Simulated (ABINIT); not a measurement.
# Quasiparticle gap of KF (Carobbiite) in ABINIT

Wanted: ground state, empty states, screening and self-energy for KF (Carobbiite).

Calculated with ABINIT 10.8.3; LDA and many-body steps on it, plane waves.

### 1. The structure

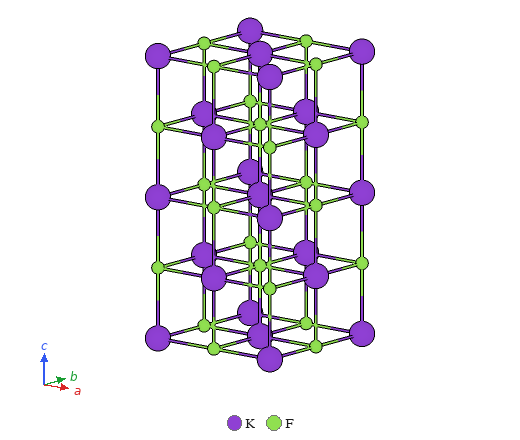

Start, viewed from a free direction; potassium purple, fluorine green. 1×1×2 cells are drawn. This picture shows the conventional cell, with its axes. Some periodic images of atoms are drawn too.

The cell and positions come from the Crystallography Open Database and are kept as given unless a step says otherwise.

### 2. Ground state

This step: ABINIT 10.8.3; DFT, LDA, plane waves, norm-conserving pseudopotentials.

The ground-state density comes first.

File run.abi:

```
acell 3*1.0 Angstrom
rprim 
  -0.000000000000 2.671850000000 2.671850000000
  2.671850000000 -0.000000000000 2.671850000000
  2.671850000000 2.671850000000 0.000000000000
ntypat 2
znucl 19 9
natom 2
typat 1 2
xred 
  0.000000000000 0.000000000000 0.000000000000
  0.500000000000 0.500000000000 0.500000000000
pp_dirpath "pseudos"
pseudos "K.upf, F.upf"
ecut 36
ngkpt 6 6 6
nshiftk 1
shiftk 0 0 0
kptopt 1
chksymbreak 0
nband 13
occopt 1
tolvrs 1e-10
nstep 60
prtwf 0
optforces 0
optstress 0
indata_prefix "in"
outdata_prefix "out"
tmpdata_prefix "tmp"
```

Run with:

```console
OMP_NUM_THREADS=1 mpirun -n 4 abinit run.abi > log
```

Numbers of over 12 decimals in the logs are rounded to 6 here.

What it wrote:

```text
.Version 10.8.3 of ABINIT. v10.8.2 released Aug 2026.

 Symmetries : space group Fm -3 m (#225); Bravais cF (face-center cubic)
================================================================================
 Values of the parameters that define the memory need of the present run
     intxc =       0    ionmov =       0      iscf =       7    lmnmax =       6
     lnmax =       6     mgfft =      40  mpssoang =       3    mqgrid =    3001
     natom =       2  nloc_mem =       1    nspden =       1   nspinor =       1
    nsppol =       1      nsym =      48    n1xccc =    2501    ntypat =       2
    occopt =       1   xclevel =       1
-    mband =          13        mffmem =           1         mkmem =           4
       mpw =        2671          nfft =       64000          nkpt =          16
================================================================================
  Rough estimation (10% accuracy) of disk space for files :
================================================================================

--------------------------------------------------------------------------------
------------- Echo of variables that govern the present computation ------------
--------------------------------------------------------------------------------
 -outvars: echo values of preprocessed input variables --------
            acell      1.8897261259E+00  1.8897261259E+00  1.8897261259E+00 Bohr

      chksymbreak           0
             ecut      3.60000000E+01 Hartree
-          fftalg         312

              ixc       -1012
              kpt      0.00000000E+00  0.00000000E+00  0.00000000E+00
                       1.66666667E-01  0.00000000E+00  0.00000000E+00
                       3.33333333E-01  0.00000000E+00  0.00000000E+00
                       5.00000000E-01  0.00000000E+00  0.00000000E+00
                       1.66666667E-01  1.66666667E-01  0.00000000E+00
                       3.33333333E-01  1.66666667E-01  0.00000000E+00
                       5.00000000E-01  1.66666667E-01  0.00000000E+00
                      -3.33333333E-01  1.66666667E-01  0.00000000E+00
                      -1.66666667E-01  1.66666667E-01  0.00000000E+00
   [... 5 further rows ...]
                      -3.33333333E-01  3.33333333E-01  1.66666667E-01
                      -3.33333333E-01  5.00000000E-01  1.66666667E-01
         kptrlatt        6    0    0      0    6    0      0    0    6
          kptrlen      4.28427351E+01
P           mkmem           4
            natom           2
            nband          13
            ngfft          40      40      40
             nkpt          16
            nstep          60
             nsym          48
           ntypat           2
              occ      2.000000  2.000000  2.000000  2.000000  2.000000  2.000000
                       2.000000  2.000000  0.000000  0.000000  0.000000  0.000000
                       0.000000
        optforces           0
        optstress           0
            prtwf           0
            rprim     -0.0000000000E+00  2.6718500000E+00  2.6718500000E+00
[...]
spgroup         225

           tolvrs      1.00000000E-10

             xred      0.0000000000E+00  0.0000000000E+00  0.0000000000E+00
[...]
znucl       19.00000    9.00000

================================================================================

 chkinp: Checking input parameters for consistency.

================================================================================
== DATASET  1 ==================================================================
-   mpi_nproc: 4, omp_nthreads: 1 (-1 if OMP is not activated)

--- !DatasetInfo
iteration_state: {dtset: 1, }
dimensions: {natom: 2, nkpt: 16, mband: 13, nsppol: 1, nspinor: 1, nspden: 1, mpw: 2671, }
cutoff_energies: {ecut:  36.0, pawecutdg:  -1.0, }
electrons: {nelect:   1.60000000E+01, charge:   0.00000000E+00, occopt:   1.00000000E+00, tsmear:   1.00000000E-02, }

 Real(R)+Recip(G) space primitive vectors, cartesian coordinates (Bohr,Bohr^-1):
 R(1)=  0.0000000  5.0490647  5.0490647  G(1)= -0.0990282  0.0990282  0.0990282
 R(2)=  5.0490647  0.0000000  5.0490647  G(2)=  0.0990282 -0.0990282  0.0990282
 R(3)=  5.0490647  5.0490647  0.0000000  G(3)=  0.0990282  0.0990282 -0.0990282
 Unit cell volume ucvol=  2.5743217E+02 bohr^3
 Angles (23,13,12)=  6.00000000E+01  6.00000000E+01  6.00000000E+01 degrees

 getcut: wavevector=  0.0000  0.0000  0.0000  ngfft=  40  40  40
         ecut(hartree)=     36.000   => boxcut(ratio)=   2.07404

--- Pseudopotential description ------------------------------------------------
- K Generated using ONCVPSP code by D. R. Hamann
- 19.00000   9.00000  180309                  znucl, zion, pspdat
12 -1012 2 -1 2170                            pspcod,pspxc,lmax,lloc,mmax
     nproj     2     2     2
  pspatm : epsatm=    8.21740868
         --- l  ekb(1:nproj) -->
[...]
pspatm: atomic psp has been read  and splines computed

- F Generated using ONCVPSP code by D. R. Hamann
-  9.00000   7.00000  201202                  znucl, zion, pspdat
12 -1012 2 -1 824                             pspcod,pspxc,lmax,lloc,mmax
     nproj     2     2     1
  pspatm : epsatm=    4.94580260
         --- l  ekb(1:nproj) -->
[...]
1   -4.029087   -1.312559
             2   -2.364936
 pspatm: atomic psp has been read  and splines computed

   2.10611380E+02                                ecore*ucvol(ha*bohr**3)
--------------------------------------------------------------------------------

_setup2: Arith. and geom. avg. npw (full set) are    2654.523    2654.506

================================================================================

--- !BeginCycle
iteration_state: {dtset: 1, }
solver: {iscf: 7, nstep: 60, nline: 4, wfoptalg: 0, }
tolerances: {tolvrs: 1.00E-10, }

     iter   Etot(hartree)      deltaE(h)  residm     vres2
 ETOT  1  -54.518220455049    -5.452E+01 9.512E-02 4.004E+02
 ETOT  2  -54.494778304748     2.344E-02 7.408E-03 3.922E+02
 ETOT  3  -54.608614231348    -1.138E-01 4.070E-03 2.646E+01
 ETOT  4  -54.614311568290    -5.697E-03 1.980E-03 9.025E-02
 ETOT  5  -54.614335758939    -2.419E-05 1.034E-03 2.304E-03
 ETOT  6  -54.614336235273    -4.763E-07 3.258E-04 3.081E-04
 ETOT  7  -54.614336296004    -6.073E-08 3.096E-04 8.713E-07
 ETOT  8  -54.614336296043    -3.891E-11 2.011E-04 2.357E-07
 ETOT  9  -54.614336296080    -3.778E-11 2.309E-04 5.526E-11

 At SCF step    9       vres2   =  5.53E-11 < tolvrs=  1.00E-10 =>converged.

--- !ResultsGS
iteration_state: {dtset: 1, }
comment   : Summary of ground state results
lattice_vectors:
- [ -0.0000000,   5.0490647,   5.0490647, ]
- [  5.0490647,  -0.0000000,   5.0490647, ]
- [  5.0490647,   5.0490647,   0.0000000, ]
lattice_lengths: [   7.14046,    7.14046,    7.14046, ]
lattice_angles: [ 60.000,  60.000,  60.000, ] # degrees, (23, 13, 12)
lattice_volume:   2.5743217E+02
convergence: {deltae: -3.778E-11, res2:  5.526E-11, residm:  2.309E-04, diffor:  0.000E+00, }
etotal    :  -5.46143363E+01
entropy   :   0.00000000E+00
fermie    :  -1.12255201E-02
cartesian_stress_tensor: null
pressure_GPa: null
xred      :
- [  0.0000E+00,   0.0000E+00,   0.0000E+00,  K]
- [  5.0000E-01,   5.0000E-01,   5.0000E-01,  F]
cartesian_forces: null
force_length_stats: {min: null, max: null, mean: null, }

 Integrated electronic density in atomic spheres:
 ------------------------------------------------
 Atom  Sphere_radius  Integrated_density
    1        2.00000          6.92915763
    2        2.00000          6.98565705
================================================================================

 ----iterations are completed or convergence reached----

 Mean square residual over all n,k,spin=   27.907E-07; max=  23.089E-05
 reduced coordinates (array xred) for    2 atoms
       0.000000000000      0.000000000000      0.000000000000
       0.500000000000      0.500000000000      0.500000000000
 rms dE/dt=  0.0000E+00; max dE/dt=  0.0000E+00; dE/dt below (all hartree)
    1       0.000000000000      0.000000000000      0.000000000000
    2       0.000000000000      0.000000000000      0.000000000000

 cartesian coordinates (angstrom) at end:
    1      0.000000     0.000000     0.000000
    2      2.671850     2.671850     2.671850
 length scales=  1.889726125908  1.889726125908  1.889726125908 bohr
              =  1.000000000000  1.000000000000  1.000000000000 angstroms
 prteigrs : about to open file out_EIG
 Fermi (or HOMO) energy (hartree) =  -0.01123   Average Vxc (hartree)=  -0.33877
 Eigenvalues (hartree) for nkpt=  16  k points:
 kpt#   1, nband= 13, wtk=  0.00463, kpt=  0.0000  0.0000  0.0000 (reduced coord)
  -0.95408   -0.67957   -0.34519   -0.34519   -0.34519   -0.01123   -0.01123   -0.01123
   0.20271    0.37627    0.37627    0.37627    0.43854
 prteigrs : prtvol=0 or 1, do not print more k-points.

--- !EnergyTerms
iteration_state     : {dtset: 1, }
comment             : Components of total free energy in Hartree
kinetic             :  2.64061494464258E+01
hartree             :  1.40150605862758E+01
xc                  : -1.16604267874220E+01
Ewald energy        : -3.63106064938669E+01
psp_core            :  8.18123784226526E-01
local_psp           : -4.94807455888838E+01
non_local_psp       :  1.59810875716410E+00
total_energy        : -5.46143362960805E+01
total_energy_eV     : -1.48613179952054E+03
band_energy         : -5.51243988360573E+00

== END DATASET(S) ==============================================================
================================================================================

 -outvars: echo values of variables after computation  --------
           etotal     -5.4614336296E+01
            nband          13
             nkpt          16
          spgroup         225
 [... the other variables as echoed above ...]

 Calculation completed.
```

The job ended after 10 s (4 MPI ranks of Arm Neoverse N1, shared host; peak memory 0.28 GiB).

This step gave:

```yaml
total_energy: -1486.1318 eV
gap: 5.822 eV
k_of_the_valence_top: 0, 0, 0
k_of_the_conduction_bottom: 0, 0, 0
least_direct_gap: 5.822 eV
```

The gap is direct, at Γ.

### 3. Bands along the symmetry lines

Levels along a band path, at the cheap level, show where the edges lie and whether the meshes to come will hold them.

File run.abi:

```
acell 3*1.0 Angstrom
rprim 
  -0.000000000000 2.671850000000 2.671850000000
  2.671850000000 -0.000000000000 2.671850000000
  2.671850000000 2.671850000000 0.000000000000
ntypat 2
znucl 19 9
natom 2
typat 1 2
xred 
  0.000000000000 0.000000000000 0.000000000000
  0.500000000000 0.500000000000 0.500000000000
pp_dirpath "pseudos"
pseudos "K.upf, F.upf"
ecut 36
iscf -2
irdden 1
kptopt 0
nkpt 50
kpt 
  0.00000000 0.00000000 0.00000000
  0.06250000 0.00000000 0.06250000
  0.12500000 0.00000000 0.12500000
  0.18750000 0.00000000 0.18750000
  0.25000000 0.00000000 0.25000000
  0.31250000 0.00000000 0.31250000
  0.37500000 0.00000000 0.37500000
  0.43750000 0.00000000 0.43750000
  0.50000000 0.00000000 0.50000000
  0.51562500 0.03125000 0.51562500
  0.53125000 0.06250000 0.53125000
  0.54687500 0.09375000 0.54687500
  0.56250000 0.12500000 0.56250000
  0.57812500 0.15625000 0.57812500
  0.59375000 0.18750000 0.59375000
  0.60937500 0.21875000 0.60937500
  0.62500000 0.25000000 0.62500000
  0.37500000 0.37500000 0.75000000
  0.32812500 0.32812500 0.65625000
  0.28125000 0.28125000 0.56250000
  0.23437500 0.23437500 0.46875000
  0.18750000 0.18750000 0.37500000
  0.14062500 0.14062500 0.28125000
  0.09375000 0.09375000 0.18750000
  0.04687500 0.04687500 0.09375000
  0.00000000 0.00000000 0.00000000
  0.06250000 0.06250000 0.06250000
  0.12500000 0.12500000 0.12500000
  0.18750000 0.18750000 0.18750000
  0.25000000 0.25000000 0.25000000
  0.31250000 0.31250000 0.31250000
  0.37500000 0.37500000 0.37500000
  0.43750000 0.43750000 0.43750000
  0.50000000 0.50000000 0.50000000
  0.50000000 0.46875000 0.53125000
  0.50000000 0.43750000 0.56250000
  0.50000000 0.40625000 0.59375000
  0.50000000 0.37500000 0.62500000
  0.50000000 0.34375000 0.65625000
  0.50000000 0.31250000 0.68750000
  0.50000000 0.28125000 0.71875000
  0.50000000 0.25000000 0.75000000
  0.50000000 0.21875000 0.71875000
  0.50000000 0.18750000 0.68750000
  0.50000000 0.15625000 0.65625000
  0.50000000 0.12500000 0.62500000
  0.50000000 0.09375000 0.59375000
  0.50000000 0.06250000 0.56250000
  0.50000000 0.03125000 0.53125000
  0.50000000 0.00000000 0.50000000
istwfk *1
nband 15
nbdbuf 2
tolwfr 1e-08
nstep 40
prtwf 0
prtvol 0
indata_prefix "in"
outdata_prefix "out"
tmpdata_prefix "tmp"
```

What it wrote:

```text
.Version 10.8.3 of ABINIT. v10.8.2 released Aug 2026.

 Symmetries : space group Fm -3 m (#225); Bravais cF (face-center cubic)
[... echo of the input left out ...]
== DATASET  1 ==================================================================
-   mpi_nproc: 4, omp_nthreads: 1 (-1 if OMP is not activated)

--- !DatasetInfo
iteration_state: {dtset: 1, }
dimensions: {natom: 2, nkpt: 50, mband: 15, nsppol: 1, nspinor: 1, nspden: 1, mpw: 2693, }
cutoff_energies: {ecut:  36.0, pawecutdg:  -1.0, }
electrons: {nelect:   1.60000000E+01, charge:   0.00000000E+00, occopt:   1.00000000E+00, tsmear:   1.00000000E-02, }

 Real(R)+Recip(G) space primitive vectors, cartesian coordinates (Bohr,Bohr^-1):
 R(1)=  0.0000000  5.0490647  5.0490647  G(1)= -0.0990282  0.0990282  0.0990282
 R(2)=  5.0490647  0.0000000  5.0490647  G(2)=  0.0990282 -0.0990282  0.0990282
 R(3)=  5.0490647  5.0490647  0.0000000  G(3)=  0.0990282  0.0990282 -0.0990282
 Unit cell volume ucvol=  2.5743217E+02 bohr^3
 Angles (23,13,12)=  6.00000000E+01  6.00000000E+01  6.00000000E+01 degrees

 getcut: wavevector=  0.0000  0.0000  0.0000  ngfft=  40  40  40
         ecut(hartree)=     36.000   => boxcut(ratio)=   2.07404

--- Pseudopotential description ------------------------------------------------
- K Generated using ONCVPSP code by D. R. Hamann
- 19.00000   9.00000  180309                  znucl, zion, pspdat
12 -1012 2 -1 2170                            pspcod,pspxc,lmax,lloc,mmax
     nproj     2     2     2
  pspatm : epsatm=    8.21740868
         --- l  ekb(1:nproj) -->
             0   10.940065    0.829722
             1    4.437415    0.568178
             2   -3.386874   -1.066382
 pspatm: atomic psp has been read  and splines computed

- F Generated using ONCVPSP code by D. R. Hamann
-  9.00000   7.00000  201202                  znucl, zion, pspdat
12 -1012 2 -1 824                             pspcod,pspxc,lmax,lloc,mmax
     nproj     2     2     1
  pspatm : epsatm=    4.94580260
         --- l  ekb(1:nproj) -->
[...]
2   -2.364936
 pspatm: atomic psp has been read  and splines computed

--------------------------------------------------------------------------------

================================================================================
 prteigrs : about to open file out_EIG
 Non-SCF case, kpt    1 (  0.00000  0.00000  0.00000), residuals and eigenvalues=
  3.13E-09  1.22E-09  4.87E-09  5.10E-09  9.98E-09  5.20E-09  7.49E-09  3.12E-09
  2.75E-09  5.02E-09  9.36E-09  3.32E-09  6.39E-09  8.62E-09  5.42E-09
 -9.5408E-01 -6.7957E-01 -3.4519E-01 -3.4519E-01 -3.4519E-01 -1.1226E-02
 -1.1226E-02 -1.1226E-02  2.0271E-01  3.7626E-01  3.7626E-01  3.7626E-01
[...]
Non-SCF case, kpt    2 (  0.06250  0.00000  0.06250), residuals and eigenvalues=
  5.02E-09  2.05E-09  1.45E-09  4.87E-09  9.04E-09  5.76E-09  4.50E-09  7.52E-09
[...]
4.23E-09  2.80E-09  4.28E-09  7.26E-09  7.54E-09  6.79E-09  2.89E-09  5.18E-09
  1.21E-09  7.12E-09  1.96E-09  7.26E-09  8.13E-09  3.33E-09  5.89E-09
[...]
Non-SCF case, kpt   49 (  0.50000  0.03125  0.53125), residuals and eigenvalues=
[...]
Non-SCF case, kpt   50 (  0.50000  0.00000  0.50000), residuals and eigenvalues=
[...]
-9.4945E-01 -6.8026E-01 -3.6746E-01 -3.5357E-01 -3.5357E-01 -1.8911E-02
 -1.3197E-02 -1.3197E-02  2.8062E-01  3.6158E-01  4.0778E-01  4.8537E-01
[...]
--- !ResultsGS
iteration_state: {dtset: 1, }
comment   : Summary of ground state results
lattice_vectors:
- [ -0.0000000,   5.0490647,   5.0490647, ]
- [  5.0490647,  -0.0000000,   5.0490647, ]
- [  5.0490647,   5.0490647,   0.0000000, ]
lattice_lengths: [   7.14046,    7.14046,    7.14046, ]
lattice_angles: [ 60.000,  60.000,  60.000, ] # degrees, (23, 13, 12)
lattice_volume:   2.5743217E+02
convergence: {deltae:  0.000E+00, res2:  0.000E+00, residm:  9.976E-09, diffor:  0.000E+00, }
etotal    :  -5.46143363E+01
entropy   :   0.00000000E+00
fermie    :  -1.12255201E-02
cartesian_stress_tensor: null
pressure_GPa: null
xred      :
- [  0.0000E+00,   0.0000E+00,   0.0000E+00,  K]
- [  5.0000E-01,   5.0000E-01,   5.0000E-01,  F]
cartesian_forces: null
force_length_stats: {min: null, max: null, mean: null, }

 Integrated electronic density in atomic spheres:
 ------------------------------------------------
 Atom  Sphere_radius  Integrated_density
[...]
================================================================================

 ----iterations are completed or convergence reached----

 Mean square residual over all n,k,spin=   53.570E-10; max=  99.758E-10
 reduced coordinates (array xred) for    2 atoms
       0.000000000000      0.000000000000      0.000000000000
       0.500000000000      0.500000000000      0.500000000000

 cartesian coordinates (angstrom) at end:
    1      0.000000     0.000000     0.000000
    2      2.671850     2.671850     2.671850
 length scales=  1.889726125908  1.889726125908  1.889726125908 bohr
              =  1.000000000000  1.000000000000  1.000000000000 angstroms
 prteigrs : about to open file out_EIG
 Eigenvalues (hartree) for nkpt=  50  k points:
 kpt#   1, nband= 15, wtk=  1.00000, kpt=  0.0000  0.0000  0.0000 (reduced coord)
[...]
kpt#   2, nband= 15, wtk=  1.00000, kpt=  0.0625  0.0000  0.0625 (reduced coord)
[...]
kpt#   3, nband= 15, wtk=  1.00000, kpt=  0.1250  0.0000  0.1250 (reduced coord)
[...]
kpt#  49, nband= 15, wtk=  1.00000, kpt=  0.5000  0.0313  0.5313 (reduced coord)
  -0.94945   -0.68030   -0.36733   -0.35370   -0.35338   -0.01889   -0.01373   -0.01331
   0.28166    0.36269    0.40593    0.48537    0.50908    0.51071    0.55910
 kpt#  50, nband= 15, wtk=  1.00000, kpt=  0.5000  0.0000  0.5000 (reduced coord)
  -0.94945   -0.68026   -0.36746   -0.35357   -0.35357   -0.01891   -0.01320   -0.01320
   0.28062    0.36158    0.40778    0.48537    0.50907    0.50907    0.56150

== END DATASET(S) ==============================================================
================================================================================

 -outvars: echo values of variables after computation  --------
            nband          15
             nkpt          50
          spgroup         225
 [... the other variables as echoed above ...]

 Calculation completed.
```

Elapsed: 16 s, on 4 MPI ranks; peak memory 0.27 GiB; 64 s of CPU time.

Numbers from this step:

| Property | Result |
| --- | --- |
| gap | 5.822 eV |
| k of the valence top | 0, 0, 0 |
| k of the conduction bottom | 0, 0, 0 |
| least direct gap | 5.822 eV |

The gap is 5.822 eV, as in the run before at this level.

The electronic bands at the labelled points (eV, zero at the top of the highest filled band; v1 is the highest filled band, c1 the lowest empty one):

```csv
point,v4,v3,v2,v1,c1,c2,c3,c4
Γ,-9.09,0.00,0.00,0.00,5.82,10.54,10.54,10.54
X,-9.32,-0.21,-0.05,-0.05,7.94,10.14,11.40,13.51
U,-9.25,-0.35,-0.20,-0.19,8.69,10.43,10.93,13.48
jump to K,-9.25,-0.35,-0.20,-0.19,8.69,10.43,10.93,13.48
Γ,-9.09,0.00,0.00,0.00,5.82,10.54,10.54,10.54
L,-9.13,-0.84,-0.36,-0.36,8.80,10.24,11.96,11.96
W,-9.18,-0.42,-0.16,-0.16,9.47,9.47,11.08,13.22
X,-9.32,-0.21,-0.05,-0.05,7.94,10.14,11.40,13.51
```

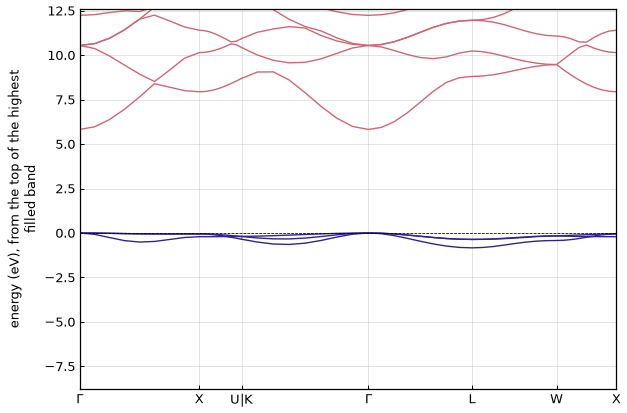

Electronic bands along the path; lines of filled and empty bands in two colours.

[end of part 1 of 2]

[Paths, hosts, dates, memory and timing lines, banners, echoed tables and standing remarks are left out of the program output.]

[Logs are printed without paths, hosts, clocks, repeated set-up lines and the standing remarks that a program may print on its own settings, such as how far it seeks lower states.]

[Runs of the session that timed out or met a known fault of the program may be left out.]

[Hosts, paths, dates, database ids (printed as entryN), source tags and the programs' standing remarks are cut or masked in the printed files.]

[G0W0 gaps are taken among the corrected bands and points alone; a level outside them can change the order at an edge.]

[Where Ansatz stands beside ABINIT at settings called matched, ABINIT's density can come from a denser mesh and the files from another edition; pairs whose starting gaps differed by over 0.03 eV were left out, so agreement reads better than it is.]
